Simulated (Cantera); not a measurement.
Feed: 1 mol AlCl3, 0.74 mol HCl, 2 mol N2, equilibrated at 0.480 bar.

Equilibrium computed with Cantera from the NASA thermochemical tables; the gas is ideal and each condensed phase is pure. Candidate condensed phases: Al, AlCl3, AlN, NH4Cl; 20 gas species. The tables' values for AlCl2 are old estimates; treat these amounts as uncertain. The numbers say what is thermodynamically allowed, not how fast it happens.

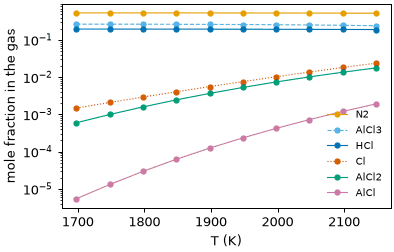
Figure: Equilibrium gas composition (values under 1e-9 drawn at 1e-9)

From 1698 K to 2148 K nothing is condensed. The main Al-bearing gas is AlCl3 throughout.
